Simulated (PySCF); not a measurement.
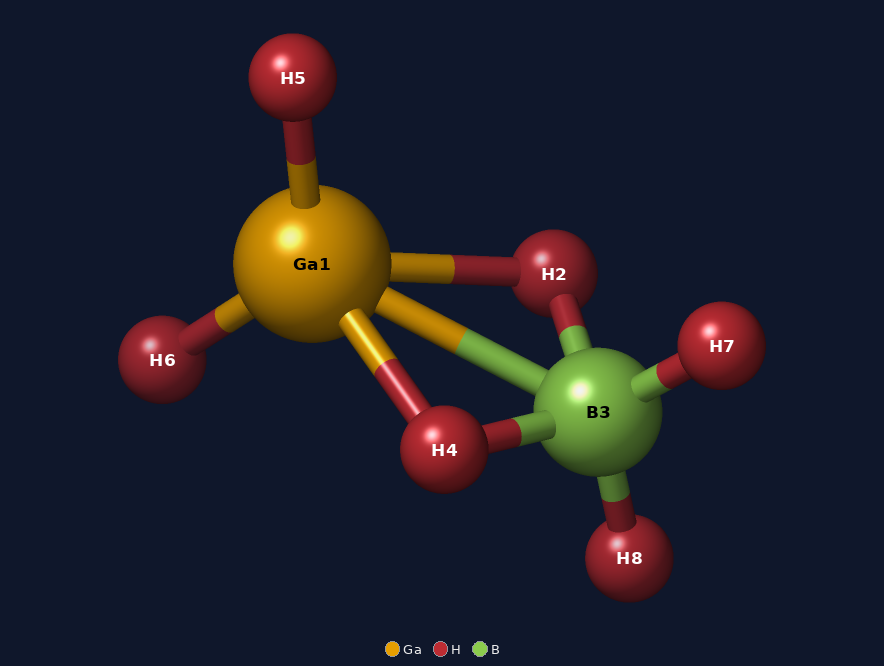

Computed geometry: PBE0-D3(BJ)/def2-SVP optimisation. No frequency run is at hand to confirm it as a minimum. Method: PBE/pcJ-1 (pcSseg-1 on Ga) indirect spin-spin coupling, non-relativistic, gas phase (PySCF 2.14.0). Isotopes: 11B, 1H.

Give the spin–spin coupling constants of these pairs, with the number of bonds between them: H2/B3, B3/H8, B3/H4, H2/H5, H2/H7, H2/H8, H2/H4, H4/H8, H4/H7, H4/H5, H5/H6, H7/H8, B3/H5.

```csv
pair,bonds apart,J (Hz)
"H2, B3",1,57.8
"B3, H8",1,132.2
"B3, H4",1,57.6
"H2, H5",2,2.5
"H2, H7",2,−11.3
"H2, H8",2,−11.4
"H2, H4",2,20.1
"H4, H8",2,−11.4
"H4, H7",2,−11.3
"H4, H5",2,2.6
"H5, H6",2,52.0
"H7, H8",2,−5.2
"B3, H5",3,3.8
```
